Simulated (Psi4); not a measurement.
Run report: SiF2, single-point calculation

System: SiF2.
Method: FNO-CCSD/aug-cc-pVDZ, RHF, ZORA (Psi4 1.11).

The geometry comes from this level: PBE0-D4/def2-TZVP.

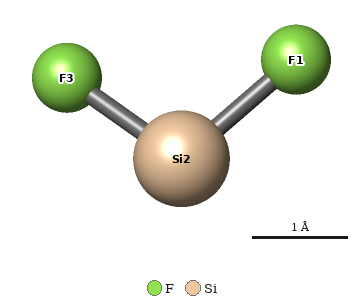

Fig. 1: The structure (ball-and-stick view, seen at a tilt; atoms are numbered from 1 in the order of the input).

### Input (f2si.inp)
```
memory 1.6 GB

molecule system {
  0 1
  F      0.31426145     2.35611053     0.43350317
  Si    -1.12419807    -0.08768329    -0.62379859
  F      0.80993662    -2.26842724     0.19029542
  units bohr
}

set {
  basis        aug-cc-pVDZ
  reference    rhf
  scf_type     df
  freeze_core  false
  cc_type      df
  diis         false
  cachelevel   1
  maxiter      100
  relativistic zora
}

energy("fno-ccsd")
print_variables()
```

Run on 1 thread of Intel Xeon @ 2.50GHz (Skylake/Cascade Lake), 16 GiB of memory available, shared host.

Run as:
```bash
psi4 -n 1 f2si.inp f2si.out
```

### Output
```
Psi4 1.11 release

Relativistic analytic gradients are not implemented yet, re-routing to finite differences.
    For method 'FNO-CCSD', SCF Algorithm Type (re)set to DISK_DF.

   => Loading Basis Set <=

    Name: AUG-CC-PVDZ
    Role: ORBITAL
    Keyword: BASIS

         ---------------------------------------------------------
                                   SCF
                              RHF Reference
                        1 Threads,   1525 MiB Core
         ---------------------------------------------------------

  ==> Geometry <==

    Molecular point group: cs
    Full point group: Cs

    Geometry (in Bohr), charge = 0, multiplicity = 1:

       Center              X                  Y                   Z               Mass
    ------------   -----------------  -----------------  -----------------  -----------------
         F            0.658573337206     2.379280510549     0.000000000000    18.998403162730
         SI          -1.110675056577    -0.076109714679     0.000000000000    27.976926534650
         F            0.976999620983    -2.267201833308     0.000000000000    18.998403162730

  Running in cs symmetry.

  Rotational constants: A =      0.99991  B =      0.29216  C =      0.22610 [cm^-1]
  Rotational constants: A =  29976.59919  B =   8758.79541  C =   6778.26835 [MHz]
  Nuclear repulsion =  100.658413757844158

  Charge       = 0
  Multiplicity = 1
  Electrons    = 32
  Nalpha       = 16
  Nbeta        = 16

  ==> Algorithm <==

  SCF Algorithm Type is DISK_DF.
  DIIS disabled.
  MOM disabled.
  Fractional occupation disabled.
  Guess Type is SAD.
  Energy threshold   = 1.00e-08
  Density threshold  = 1.00e-08
  Integral threshold = 1.00e-12

  ==> Primary Basis <==

  Basis Set: AUG-CC-PVDZ
    Blend: AUG-CC-PVDZ
    Number of shells: 29
    Number of basis functions: 73
    Number of Cartesian functions: 79
    Spherical Harmonics?: true
    Max angular momentum: 2

   => Loading Basis Set <=

    Name: (AUG-CC-PVDZ AUX)
    Role: JKFIT
    Keyword: DF_BASIS_SCF

  ==> Integral Setup <==

  ==> DiskDFJK: Density-Fitted J/K Matrices <==

    J tasked:                  Yes
    K tasked:                  Yes
    wK tasked:                  No
    Integrals threads:           1
    Memory [MiB]:             1144
    Algorithm:                Core
    Integral Cache:           SAVE
    Schwarz Cutoff:          1E-12
    Fitting Condition:       1E-10

   => Auxiliary Basis Set <=

  Basis Set: (AUG-CC-PVDZ AUX)
    Blend: AUG-CC-PVDZ-JKFIT
    Number of shells: 96
    Number of basis functions: 300
    Number of Cartesian functions: 352
    Spherical Harmonics?: true
    Max angular momentum: 3

 OEINTS: Using relativistic (ZORA) kinetic integrals.

        ____  ____  ___  ___
       /_  / / __ \/ _ \/ _ |
        / /_/ /_/ / , _/ __ |
       /___/\____/_/|_/_/ |_|
      ========================

  ==> ZORA Details <==
    Total number of grid points: 743439
    Total number of batches: 5162
    Using 1 thread(s)

  Minimum eigenvalue in the overlap matrix is 1.3271626293E-03.
  Reciprocal condition number of the overlap matrix is 2.6975036075E-04.
    Using symmetric orthogonalization.

  ==> Pre-Iterations <==

  SCF Guess: Superposition of Atomic Densities via on-the-fly atomic UHF (no occupation information).

   -------------------------
    Irrep   Nso     Nmo
   -------------------------
     A'        51      51
     A"        22      22
   -------------------------
    Total      73      73
   -------------------------

  ==> Iterations <==

                           Total Energy        Delta E     RMS |[F,P]|

   @DF-RHF iter SAD:  -488.16564816826894   -4.88166e+02   0.00000e+00
   @DF-RHF iter   1:  -489.04069429461981   -8.75046e-01   7.64417e-03 ADIIS
   @DF-RHF iter   2:  -489.07828469737711   -3.75904e-02   5.18583e-03 ADIIS
   @DF-RHF iter   3:  -489.09982861097774   -2.15439e-02   1.97891e-03 ADIIS
   @DF-RHF iter   4:  -489.10187524449583   -2.04663e-03   1.31722e-03 ADIIS
   @DF-RHF iter   5:  -489.10343579265577   -1.56055e-03   2.16534e-04 ADIIS
   @DF-RHF iter   6:  -489.10347497665879   -3.91840e-05   8.10170e-05
   @DF-RHF iter   7:  -489.10348085427052   -5.87761e-06   5.34281e-05
   @DF-RHF iter   8:  -489.10348265579120   -1.80152e-06   3.44336e-05
   @DF-RHF iter   9:  -489.10348334057119   -6.84780e-07   2.31381e-05
   @DF-RHF iter  10:  -489.10348362453959   -2.83968e-07   1.52538e-05
   @DF-RHF iter  11:  -489.10348374679523   -1.22256e-07   1.02107e-05
   @DF-RHF iter  12:  -489.10348380028859   -5.34934e-08   6.77652e-06
   @DF-RHF iter  13:  -489.10348382387969   -2.35911e-08   4.52555e-06
   @DF-RHF iter  14:  -489.10348383432040   -1.04407e-08   3.01054e-06
   @DF-RHF iter  15:  -489.10348383894967   -4.62927e-09   2.00828e-06
   @DF-RHF iter  16:  -489.10348384100291   -2.05324e-09   1.33722e-06
   @DF-RHF iter  17:  -489.10348384191474   -9.11825e-10   8.91567e-07
   @DF-RHF iter  18:  -489.10348384231952   -4.04782e-10   5.93896e-07
   @DF-RHF iter  19:  -489.10348384249892   -1.79398e-10   3.95866e-07
   @DF-RHF iter  20:  -489.10348384257895   -8.00355e-11   2.63747e-07
   @DF-RHF iter  21:  -489.10348384261459   -3.56408e-11   1.75780e-07
   @DF-RHF iter  22:  -489.10348384263011   -1.55183e-11   1.17125e-07
   @DF-RHF iter  23:  -489.10348384263688   -6.76437e-12   7.80553e-08
   @DF-RHF iter  24:  -489.10348384264012   -3.24007e-12   5.20121e-08
   @DF-RHF iter  25:  -489.10348384264131   -1.19371e-12   3.46611e-08
   @DF-RHF iter  26:  -489.10348384264228   -9.66338e-13   2.30969e-08
   @DF-RHF iter  27:  -489.10348384264216    1.13687e-13   1.53916e-08
   @DF-RHF iter  28:  -489.10348384264250   -3.41061e-13   1.02566e-08
   @DF-RHF iter  29:  -489.10348384264307   -5.68434e-13   6.83485e-09
  Energy and wave function converged.

  ==> Post-Iterations <==

    Orbital Energies [Eh]
    ---------------------

    Doubly Occupied:

       1Ap   -69.263252     2Ap   -26.373978     3Ap   -26.373967
       4Ap    -6.261870     5Ap    -4.340184     1App   -4.339051
       6Ap    -4.337757     7Ap    -1.626954     8Ap    -1.603845
       9Ap    -0.801274    10Ap    -0.725945    11Ap    -0.700946
       2App   -0.688570     3App   -0.658671    12Ap    -0.646853
      13Ap    -0.409109

    Virtual:

       4App    0.018227    14Ap     0.052896    15Ap     0.058299
      16Ap     0.074397     5App    0.092494    17Ap     0.168136
      18Ap     0.183155    19Ap     0.208922    20Ap     0.237760
       6App    0.257330     7App    0.257691    21Ap     0.276539
       8App    0.316925     9App    0.327697    22Ap     0.330922
      23Ap     0.342684    24Ap     0.386322    25Ap     0.397199
      26Ap     0.434193    10App    0.550654    27Ap     0.570873
      28Ap     0.601636    29Ap     0.647788    11App    0.706894
      12App    0.717550    30Ap     0.750527    31Ap     0.801823
      32Ap     0.904214    33Ap     1.046399    13App    1.301919
      34Ap     1.312217    35Ap     1.375827    14App    1.393360
      36Ap     1.528343    15App    1.530046    16App    1.560218
      37Ap     1.570847    38Ap     1.597963    39Ap     1.655154
      17App    1.745546    18App    1.801481    40Ap     1.811030
      41Ap     1.892574    42Ap     2.135496    43Ap     2.195987
      44Ap     2.971424    45Ap     3.086780    46Ap     4.810466
      19App    4.823401    47Ap     4.869843    20App    4.892168
      21App    4.959124    22App    4.962678    48Ap     4.978958
      49Ap     5.047584    50Ap     5.071146    51Ap     5.098641

    Final Occupation by Irrep:
             Ap   App
    DOCC [    13,    3 ]
    NA   [    13,    3 ]
    NB   [    13,    3 ]

  @DF-RHF Final Energy:  -489.10348384264307

   => Energetics <=

    Nuclear Repulsion Energy =            100.6584137578441585
    One-Electron Energy =                -881.2193439457450950
    Two-Electron Energy =                 291.4574463452578357
    Total Energy =                       -489.1034838426430724

Computation Completed

Properties will be evaluated at   0.000000,   0.000000,   0.000000 [a0]

Properties computed using the SCF density matrix

 Multipole Moments:

 ------------------------------------------------------------------------------------
     Multipole            Electronic (a.u.)      Nuclear  (a.u.)        Total (a.u.)
 ------------------------------------------------------------------------------------

 L = 1.  Multiply by 2.5417464519 to convert [e a0] to [Debye]
 Dipole X            :          0.3352857           -0.8292942           -0.4940085
 Dipole Y            :          0.0229895           -0.0568279           -0.0338384
 Dipole Z            :          0.0000000            0.0000000            0.0000000
 Magnitude           :                                                    0.4951661

 ------------------------------------------------------------------------------------

	total time  =         11 seconds =       0.18 minutes

  A requested method does not make use of molecular symmetry: further calculations in C1 point group.

  Constructing Basis Sets for FNOCC...

   => Loading Basis Set <=

    Name: (AUG-CC-PVDZ AUX)
    Role: JKFIT
    Keyword: DF_BASIS_SCF

   => Loading Basis Set <=

    Name: (AUG-CC-PVDZ AUX)
    Role: RIFIT
    Keyword: DF_BASIS_CC

        *******************************************************
        *                                                     *
        *                       DF-CCSD                       *
        *                 Density-fitted CCSD                 *
        *                                                     *
        *                                                     *
        *******************************************************

  ==> 3-index integrals <==

 => Primary Basis Set <=

  Basis Set: AUG-CC-PVDZ
    Blend: AUG-CC-PVDZ
    Number of shells: 29
    Number of basis functions: 73
    Number of Cartesian functions: 79
    Spherical Harmonics?: true
    Max angular momentum: 2

 => Auxiliary Basis Set <=

  Basis Set: (AUG-CC-PVDZ AUX)
    Blend: AUG-CC-PVDZ-RI
    Number of shells: 72
    Number of basis functions: 236
    Number of Cartesian functions: 282
    Spherical Harmonics?: true
    Max angular momentum: 3

  DFTensor Memory: Qso construction needs 0.019 GiB; user supplied 1.416 GiB.
    Number of auxiliary functions:         236

  ==> Frozen Natural Orbitals <==

        Doubles contribution to MP2 energy in full space:      -0.506311070084

        Cutoff for significant NO occupancy: 1.000e-06

        Number of virtual orbitals in original space:     57
        Number of virtual orbitals in truncated space:    57

  ==> Memory <==

        Total memory available:              1.490 [GiB]
        CCSD memory requirements:            0.040 [GiB]
            3-index integrals:               0.009 [GiB]
            CCSD intermediates:              0.031 [GiB]

  ==> Input parameters <==

        Freeze core orbitals?                  no
        Use frozen natural orbitals?          yes
        r_convergence:                  1.000e-07
        e_convergence:                  1.000e-06
        Number of DIIS vectors:                 8
        Number of frozen core orbitals:         0
        Number of active occupied orbitals:    16
        Number of active virtual orbitals:     57
        Number of frozen virtual orbitals:      0

  Begin singles and doubles coupled cluster iterations

   Iter  DIIS          Energy       d(Energy)          |d(T)|     time
      0   0 1   -0.5063110526   -0.5063110526    0.3086338747        0
      1   1 1   -0.5012941626    0.0050168900    0.0808836725        1
      2   2 1   -0.5157534151   -0.0144592525    0.0304670533        0
      3   3 1   -0.5179880308   -0.0022346157    0.0152986074        1
      4   4 1   -0.5176692289    0.0003188019    0.0030033721        0
      5   5 1   -0.5176085985    0.0000606305    0.0012582300        1
      6   6 1   -0.5176408474   -0.0000322489    0.0003654730        1
      7   7 1   -0.5176351340    0.0000057134    0.0001220282        0
      8   8 1   -0.5176322962    0.0000028378    0.0000353383        1
      9   8 2   -0.5176338310   -0.0000015348    0.0000115143        1
     10   8 3   -0.5176335853    0.0000002457    0.0000042677        0
     11   8 4   -0.5176335463    0.0000000390    0.0000011469        1
     12   8 5   -0.5176335451    0.0000000012    0.0000004132        1
     13   8 6   -0.5176335351    0.0000000100    0.0000001390        0
     14   8 7   -0.5176335314    0.0000000036    0.0000000450        1

  CCSD iterations converged!

        T1 diagnostic:                        0.012635639073
        D1 diagnostic:                        0.044976037001

        OS MP2 FNO correction:               -0.000000012392
        SS MP2 FNO correction:               -0.000000005065
        MP2 FNO correction:                  -0.000000017457

        OS MP2 correlation energy:           -0.369219795091
        SS MP2 correlation energy:           -0.137091274993
        MP2 correlation energy:              -0.506311070084
      * MP2 total energy:                  -489.609794912727

        OS CCSD correlation energy:          -0.395983480715
        SS CCSD correlation energy:          -0.121650068184
        CCSD correlation energy:             -0.517633548900
      * CCSD total energy:                 -489.621117391543

  Total time for CCSD iterations:       7.72 s (user)
                                        1.05 s (system)
                                           9 s (total)

  Time per iteration:                   0.55 s (user)
                                        0.07 s (system)
                                        0.64 s (total)

	total time  =          9 seconds =       0.15 minutes

	total time  =          9 seconds =       0.15 minutes

  Variable Map:
  ----------------------------------------------------------------------------
  "CC D1 DIAGNOSTIC"                      =>       0.044976037001
  "CC T1 DIAGNOSTIC"                      =>       0.012635639073
  "CCSD CORRELATION ENERGY"               =>      -0.517633548900
  "CCSD DOUBLES ENERGY"                   =>      -0.517633548900
  "CCSD ITERATIONS"                       =>      15.000000000000
  "CCSD OPPOSITE-SPIN CORRELATION ENERGY" =>      -0.395983480715
  "CCSD SAME-SPIN CORRELATION ENERGY"     =>      -0.121650068184
  "CCSD SINGLES ENERGY"                   =>       0.000000000000
  "CCSD TOTAL ENERGY"                     =>    -489.621117391543
  "CURRENT CORRELATION ENERGY"            =>      -0.517633548900
  "CURRENT ENERGY"                        =>    -489.621117391543
  "CURRENT REFERENCE ENERGY"              =>    -489.103483842643
  "DD SOLVATION ENERGY"                   =>       0.000000000000
  "HF KINETIC ENERGY"                     =>     486.678534838818
  "HF POTENTIAL ENERGY"                   =>    -975.782018681461
  "HF TOTAL ENERGY"                       =>    -489.103483842643
  "HF VIRIAL RATIO"                       =>       2.004982650415
  "MP2 CORRELATION ENERGY"                =>      -0.506311070084
  "MP2 DOUBLES ENERGY"                    =>      -0.506311070084
  "MP2 OPPOSITE-SPIN CORRELATION ENERGY"  =>      -0.369219795091
  "MP2 SAME-SPIN CORRELATION ENERGY"      =>      -0.137091274993
  "MP2 SINGLES ENERGY"                    =>       0.000000000000
  "MP2 TOTAL ENERGY"                      =>    -489.609794912727
  "NAUX (CC)"                             =>     236.000000000000
  "NAUX (SCF)"                            =>     300.000000000000
  "NUCLEAR REPULSION ENERGY"              =>     100.658413757844
  "ONE-ELECTRON ENERGY"                   =>    -881.219343945745
  "PCM POLARIZATION ENERGY"               =>       0.000000000000
  "PE ENERGY"                             =>       0.000000000000
  "SCF ITERATION ENERGY"                  =>    -489.103483842643
  "SCF ITERATIONS"                        =>      29.000000000000
  "SCF TOTAL ENERGY"                      =>    -489.103483842643
  "TWO-ELECTRON ENERGY"                   =>     291.457446345258

  Array Variable Map:
  ----------------------------------------------------------------------------
  "CC ALPHA-ALPHA PAIR ENERGIES"          =>       0.000000000000 ... 0.000000000000 16 by 16
  "CC ALPHA-BETA PAIR ENERGIES"           =>      -0.000006752407 ... -0.029944076307 16 by 16
  "CC SINGLET PAIR ENERGIES"              =>      -0.000006752407 ... -0.029944076307 16 by 16
  "CC TRIPLET PAIR ENERGIES"              =>       0.000000000000 ... 0.000000000000 16 by 16
  "CCSD ALPHA-ALPHA PAIR ENERGIES"        =>       0.000000000000 ... 0.000000000000 16 by 16
  "CCSD ALPHA-BETA PAIR ENERGIES"         =>      -0.000006752407 ... -0.029944076307 16 by 16
  "CCSD SINGLET PAIR ENERGIES"            =>      -0.000006752407 ... -0.029944076307 16 by 16
  "CCSD TRIPLET PAIR ENERGIES"            =>       0.000000000000 ... 0.000000000000 16 by 16
  "CURRENT DIPOLE"                        =>      -0.494008503568 ... 0.000000000000 1 by 3
  "MP2 ALPHA-ALPHA PAIR ENERGIES"         =>       0.000000000000 ... 0.000000000000 16 by 16
  "MP2 ALPHA-BETA PAIR ENERGIES"          =>      -0.000007593729 ... -0.021277826370 16 by 16
  "MP2 SINGLET PAIR ENERGIES"             =>      -0.000007593729 ... -0.021277826370 16 by 16
  "MP2 TRIPLET PAIR ENERGIES"             =>       0.000000000000 ... 0.000000000000 16 by 16
  "SCF DIPOLE"                            =>      -0.494008503568 ... 0.000000000000 1 by 3
  "SCF TOTAL ENERGIES"                    =>    -488.165648168269 ... -489.103483842643 1 by 30

    Psi4 run time: 0:00:21.29
```

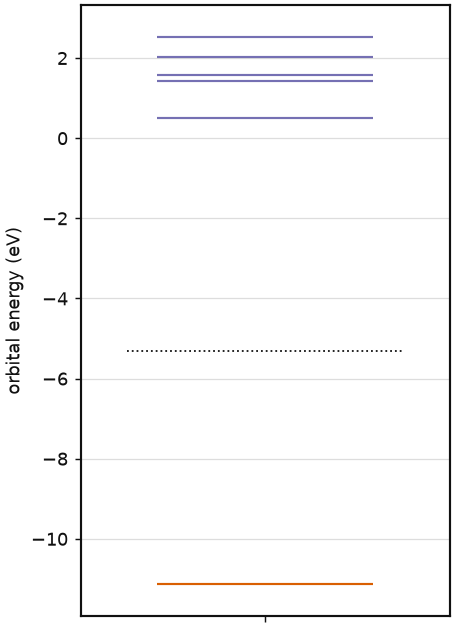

Fig. 2: Orbital energies near the frontier (SCF reference); the dotted line parts filled from empty levels, and levels within 0.02 eV of each other stand side by side. Highest filled −11.13 eV, lowest empty 0.50 eV, 11.63 eV apart.

### Results in brief

```csv
quantity,value
outcome,converged
total energy,−489.621117 hartree
SCF energy,−489.103484 hartree
MP2 energy,−489.609795 hartree
CCSD energy,−489.621117 hartree
correlation energy,−0.517634 hartree
basis functions,73
T1 diagnostic,0.013
HOMO of the SCF reference,−11.13 eV
LUMO of the SCF reference,0.50 eV
wall time,23 s
peak memory,0.35 GiB
```

### Remarks

Settings chosen away from the usual ones: freeze_core set to false (from true); diis set to false; cachelevel set to 1.
